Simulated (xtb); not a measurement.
Geometry relaxation of C$_{2}$H$_{4}$F$_{2}$Se (part 1 of 3)

The run: geometry relaxation of C$_{2}$H$_{4}$F$_{2}$Se, SMILES FC[Se]CF. Method and program: GFN2-xTB (xtb 6.7.1).

The geometry comes from this level: GFN2-xTB.

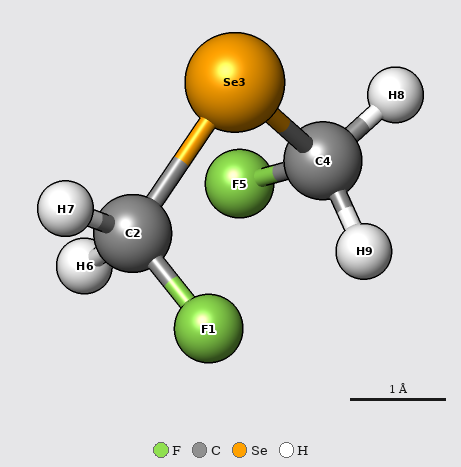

Fig. 1: The input geometry (ball-and-stick view, seen at a tilt; atoms are numbered from 1 in the order of the input).

### Input file (input.xyz)
```
9
start
F     -0.98251000     0.50750000     1.64150000
C     -0.01964000     1.12678000     0.91404000
Se     1.32592000    -0.17739000     0.31665000
C      0.10837000    -1.13884000    -0.89302000
F     -0.24587000    -0.34194000    -1.93222000
H     -0.48980000     1.58274000     0.03796000
H      0.47302000     1.87041000     1.54512000
H      0.62843000    -2.01644000    -1.28497000
H     -0.79791000    -1.41282000    -0.34505000
```

### File .CHRG
```
0
```

### File .UHF
```
0
```

Run on 1 thread of Intel Xeon @ 2.90GHz (Ice Lake), 192 GiB of memory available, shared host.

Run as:
```bash
xtb input.xyz --ohess vtight --gfn2 > xtb.out 2> xtb.err
```

### Log
```
* xtb version 6.7.1
   ID    Z sym.   atoms
    1    9 F      1, 5
    2    6 C      2, 4
    3   34 Se     3
    4    1 H      6-9

           -------------------------------------------------
          |                Calculation Setup                |
           -------------------------------------------------

          program call               : xtb input.xyz --ohess vtight --gfn2
          coordinate file            : input.xyz
          omp threads                :                     1

           -------------------------------------------------
          |                 G F N 2 - x T B                 |
           -------------------------------------------------

      * Hamiltonian:
        H0-scaling (s, p, d)           1.850000    2.230000    2.230000
        zeta-weighting                 0.500000
      * Dispersion:
        s8                             2.700000
        a1                             0.520000
        a2                             5.000000
        s9                             5.000000
      * Repulsion:
        kExp                           1.500000    1.000000
        rExp                           1.000000
      * Coulomb:
        alpha                          2.000000
        third order                    shell-resolved
        anisotropic                    true
        a3                             3.000000
        a5                             4.000000
        cn-shift                       1.200000
        cn-exp                         4.000000
        max-rad                        5.000000

          ...................................................
          :                      SETUP                      :
          :.................................................:
          :  # basis functions                  30          :
          :  # atomic orbitals                  29          :
          :  # shells                           15          :
          :  # electrons                        32          :
          :  max. iterations                   250          :
          :  Hamiltonian                  GFN2-xTB          :
          :  restarted?                      false          :
          :  GBSA solvation                  false          :
          :  PC potential                    false          :
          :  electronic temp.          300.0000000     K    :
          :  accuracy                    1.0000000          :
          :  -> integral cutoff          0.2500000E+02      :
          :  -> integral neglect         0.1000000E-07      :
          :  -> SCF convergence          0.1000000E-05 Eh   :
          :  -> wf. convergence          0.1000000E-03 e    :
          :  Broyden damping             0.4000000          :
          :  net charge                          0          :
          :  unpaired electrons                  0          :
          ...................................................

 iter      E             dE          RMSdq      gap      omega  full diag
   1    -18.9819749 -0.189820E+02  0.548E+00    4.85       0.0  T
   2    -19.0286071 -0.466322E-01  0.401E+00    4.20       1.0  T
   3    -19.0320155 -0.340840E-02  0.187E+00    4.22       1.0  T
   4    -19.0324629 -0.447476E-03  0.299E-01    4.09       1.0  T
   5    -19.0324678 -0.482731E-05  0.599E-02    4.10       1.0  T
   6    -19.0324716 -0.378275E-05  0.220E-02    4.10       1.5  T
   7    -19.0324716 -0.653901E-07  0.433E-03    4.10       7.7  T
   8    -19.0324716 -0.138639E-07  0.243E-03    4.10      13.7  T
   9    -19.0324716 -0.214271E-08  0.114E-03    4.10      29.4  T
  10    -19.0324716 -0.116014E-08  0.180E-04    4.10     185.2  T
  11    -19.0324716 -0.628617E-10  0.935E-05    4.10     356.5  T

   *** convergence criteria satisfied after 11 iterations ***

         #    Occupation            Energy/Eh            Energy/eV
      -------------------------------------------------------------
         1        2.0000           -0.8385832             -22.8190
       ...           ...                  ...                  ...
        10        2.0000           -0.5477809             -14.9059
        11        2.0000           -0.5356446             -14.5756
        12        2.0000           -0.4854685             -13.2103
        13        2.0000           -0.4845407             -13.1850
        14        2.0000           -0.4638567             -12.6222
        15        2.0000           -0.4540340             -12.3549
        16        2.0000           -0.3916424             -10.6571 (HOMO)
        17                         -0.2410783              -6.5601 (LUMO)
        18                         -0.1779791              -4.8431
        19                         -0.0232801              -0.6335
        20                          0.0311103               0.8466
        21                          0.0802474               2.1836
       ...                                ...                  ...
        29                          0.6348156              17.2742
      -------------------------------------------------------------
                  HL-Gap            0.1505640 Eh            4.0971 eV
             Fermi-level           -0.3163604 Eh           -8.6086 eV

 SCC (total)                   0 d,  0 h,  0 min,  0.005 sec
 SCC setup                      ...        0 min,  0.000 sec (  1.545%)
 Dispersion                     ...        0 min,  0.000 sec (  0.769%)
 classical contributions        ...        0 min,  0.000 sec (  0.355%)
 integral evaluation            ...        0 min,  0.001 sec ( 14.148%)
 iterations                     ...        0 min,  0.003 sec ( 52.482%)
 molecular gradient             ...        0 min,  0.001 sec ( 27.742%)
 printout                       ...        0 min,  0.000 sec (  2.743%)

         :::::::::::::::::::::::::::::::::::::::::::::::::::::
         ::                     SUMMARY                     ::
         :::::::::::::::::::::::::::::::::::::::::::::::::::::
         :: total energy             -18.939835832236 Eh    ::
         :: gradient norm              0.000534323261 Eh/a0 ::
         :: HOMO-LUMO gap              4.097056333107 eV    ::
         ::.................................................::
         :: SCC energy               -19.032469912804 Eh    ::
         :: -> isotropic ES            0.024693836295 Eh    ::
         :: -> anisotropic ES          0.000984559025 Eh    ::
         :: -> anisotropic XC         -0.004590647423 Eh    ::
         :: -> dispersion             -0.004648937133 Eh    ::
         :: repulsion energy           0.092634080568 Eh    ::
         :: add. restraining           0.000000000000 Eh    ::
         :: total charge              -0.000000000000 e     ::
         :::::::::::::::::::::::::::::::::::::::::::::::::::::

      -----------------------------------------------------------
     |                   =====================                   |
     |                        A N C O P T                        |
     |                   =====================                   |
     |               Approximate Normal Coordinate               |
     |                Rational Function Optimizer                |
      -----------------------------------------------------------
      -----------------------------------------------------------
     |                   =====================                   |
     |                        A N C O P T                        |
     |                   =====================                   |
     |               Approximate Normal Coordinate               |
     |                Rational Function Optimizer                |
      -----------------------------------------------------------

          ...................................................
          :                      SETUP                      :
          :.................................................:
          :   optimization level         verytight          :
          :   max. optcycles                   200          :
          :   ANC micro-cycles                  20          :
          :   degrees of freedom                21          :
          :.................................................:
          :   RF solver                   davidson          :
          :   write xtbopt.log                true          :
          :   linear?                        false          :
          :   energy convergence         0.1000000E-06 Eh   :
          :   grad. convergence          0.2000000E-03 Eh/α :
          :   maxmium RF displ.          1.0000000          :
          :   Hlow (freq-cutoff)         0.1000000E-01      :
          :   Hmax (freq-cutoff)         5.0000000          :
          :   S6 in model hess.         20.0000000          :
          ...................................................

generating ANC from exact Hessian ...
Using Lindh-Hessian (1995)
 Shifting diagonal of input Hessian by    7.9769320209037084E-003
 Lowest  eigenvalues of input Hessian
    0.000000    0.000000    0.000000    0.000000    0.000000    0.000000
    0.010000    0.011318    0.011540    0.032387    0.032451    0.035993
    0.056330    0.107515    0.109065    0.150429    0.152771    0.155366
 Highest eigenvalues
    0.790995    0.803863    1.093576    1.096223    1.464492    1.465660

........................................................................
.............................. CYCLE    1 ..............................
........................................................................

 iter      E             dE          RMSdq      gap      omega  full diag
   1    -19.0324716 -0.190325E+02  0.978E-06    4.10       0.0  T
   2    -19.0324716 -0.959233E-13  0.540E-06    4.10    6177.9  T
   3    -19.0324716 -0.355271E-13  0.275E-06    4.10   12126.4  T
     SCC iter.                  ...        0 min,  0.001 sec
     gradient                   ...        0 min,  0.001 sec
 * total energy  :   -18.9398358 Eh     change       -0.5780265E-11 Eh
   gradient norm :     0.0005346 Eh/α   predicted     0.0000000E+00 (-100.00%)
   displ. norm   :     0.0064448 α      lambda       -0.6153473E-06
   maximum displ.:     0.0051869 α      in ANC's #1, #3, #5, ...

........................................................................
.............................. CYCLE    2 ..............................
........................................................................

 iter      E             dE          RMSdq      gap      omega  full diag
   1    -19.0324156 -0.190324E+02  0.560E-03    4.10       0.0  T
   2    -19.0324156 -0.723460E-08  0.376E-03    4.10       8.9  T
   3    -19.0324156  0.765940E-09  0.112E-03    4.10      29.9  T
   4    -19.0324156 -0.230266E-08  0.373E-04    4.10      89.4  T
   5    -19.0324156 -0.526690E-10  0.111E-04    4.10     299.9  T
     SCC iter.                  ...        0 min,  0.001 sec
     gradient                   ...        0 min,  0.001 sec
 * total energy  :   -18.9398364 Eh     change       -0.5929995E-06 Eh
   gradient norm :     0.0001945 Eh/α   predicted    -0.3076758E-06 ( -48.12%)
   displ. norm   :     0.0065927 α      lambda       -0.2218295E-06
   maximum displ.:     0.0058518 α      in ANC's #1, #3, #2, ...

........................................................................
.............................. CYCLE    3 ..............................
........................................................................

 iter      E             dE          RMSdq      gap      omega  full diag
   1    -19.0323947 -0.190324E+02  0.677E-03    4.10       0.0  T
   2    -19.0323947 -0.601792E-08  0.369E-03    4.10       9.0  T
   3    -19.0323947 -0.602874E-09  0.845E-04    4.10      39.4  T
   4    -19.0323947 -0.242817E-09  0.361E-04    4.10      92.5  T
     SCC iter.                  ...        0 min,  0.001 sec
     gradient                   ...        0 min,  0.001 sec
 * total energy  :   -18.9398366 Eh     change       -0.1641630E-06 Eh
   gradient norm :     0.0001171 Eh/α   predicted    -0.1100628E-06 ( -32.96%)
   displ. norm   :     0.0036979 α      lambda       -0.9218456E-07
   maximum displ.:     0.0032899 α      in ANC's #1, #2, #5, ...

........................................................................
.............................. CYCLE    4 ..............................
........................................................................

 iter      E             dE          RMSdq      gap      omega  full diag
   1    -19.0323996 -0.190324E+02  0.512E-03    4.10       0.0  T
   2    -19.0323996 -0.692360E-09  0.287E-03    4.10      11.6  T
   3    -19.0323996 -0.156334E-09  0.396E-04    4.10      84.1  T
   4    -19.0323996 -0.590745E-10  0.218E-04    4.10     152.7  T
     SCC iter.                  ...        0 min,  0.001 sec
     gradient                   ...        0 min,  0.002 sec
 * total energy  :   -18.9398367 Eh     change       -0.6893583E-07 Eh
   gradient norm :     0.0001148 Eh/α   predicted    -0.4642447E-07 ( -32.66%)
   displ. norm   :     0.0026144 α      lambda       -0.5691536E-07
   maximum displ.:     0.0022622 α      in ANC's #1, #2, #3, ...

   *** GEOMETRY OPTIMIZATION CONVERGED AFTER 4 ITERATIONS ***

------------------------------------------------------------------------
 total energy gain   :        -0.0000008 Eh       -0.0005 kcal/mol
 total RMSD          :         0.0051569 a0        0.0027 Å
 total power (kW/mol):        -0.0005422 (step)   -0.1319 (real)
------------------------------------------------------------------------

 ANCopt (total)                0 d,  0 h,  0 min,  0.016 sec
 optimizer setup                ...        0 min,  0.000 sec (  0.396%)
 model hessian                  ...        0 min,  0.000 sec (  2.680%)
 ANC generation                 ...        0 min,  0.000 sec (  1.196%)
 coordinate transformation      ...        0 min,  0.000 sec (  0.215%)
 single point calculation       ...        0 min,  0.014 sec ( 85.149%)
 optimization log               ...        0 min,  0.000 sec (  1.586%)
 hessian update                 ...        0 min,  0.000 sec (  0.168%)
 rational function              ...        0 min,  0.000 sec (  1.985%)

================
 final structure:
================
9
 xtb: 6.7.1
F           -0.98071321798391        0.50603929144321        1.64321190901120
C           -0.01924300558917        1.12590089200216        0.91353411295886
Se           1.32637105899578       -0.17710016185948        0.31595047478938
C            0.10867173266368       -1.13786114892146       -0.89224976250008
F           -0.24290770940547       -0.34219964791416       -1.93355600684398
H           -0.49160913039432        1.57992431431076        0.03735359103382
H            0.47224606244179        1.87175516625701        1.54322150939090
H            0.62617167526538       -2.01771047698747       -1.28273924085404
H           -0.79897746599375       -1.40874822833057       -0.34471658698604

 Bond Distances (Angstroems)
 ---------------------------
F1-C2=1.3569         C2-F1=1.3569         C2-Se3=1.9661        C2-H6=1.0941         C2-H7=1.0929         Se3-C2=1.9661
Se3-C4=1.9661        C4-Se3=1.9661        C4-F5=1.3568         C4-H8=1.0929         C4-H9=1.0941         F5-C4=1.3568
H6-C2=1.0941         H7-C2=1.0929         H8-C4=1.0929         H9-C4=1.0941
 C  H  Rav=1.0935 sigma=0.0006  Rmin=1.0929  Rmax=1.0941     4
 F  C  Rav=1.3569 sigma=0.0000  Rmin=1.3568  Rmax=1.3569     2
 Se C  Rav=1.9661 sigma=0.0000  Rmin=1.9661  Rmax=1.9661     2

 selected bond angles (degree)
 --------------------
Se3-C2-F1=110.22               H6-C2-F1=108.32                H6-C2-Se3=109.09               H7-C2-F1=108.70
H7-C2-Se3=108.64               H7-C2-H6=111.86                C4-Se3-C2= 94.98               F5-C4-Se3=110.21
H8-C4-Se3=108.64               H8-C4-F5=108.70                H9-C4-Se3=109.10               H9-C4-F5=108.32
H9-C4-H8=111.86

 selected dihedral angles (degree)
 ---------------------------------
C4-Se3-C2-F1= 67.24           C4-Se3-C2-H6=308.43           C4-Se3-C2-H7=186.24           F5-C4-Se3-C2= 67.17
H8-C4-Se3-C2=186.17           H9-C4-Se3-C2=308.36
           -------------------------------------------------
          |                Final Singlepoint                |
           -------------------------------------------------
```
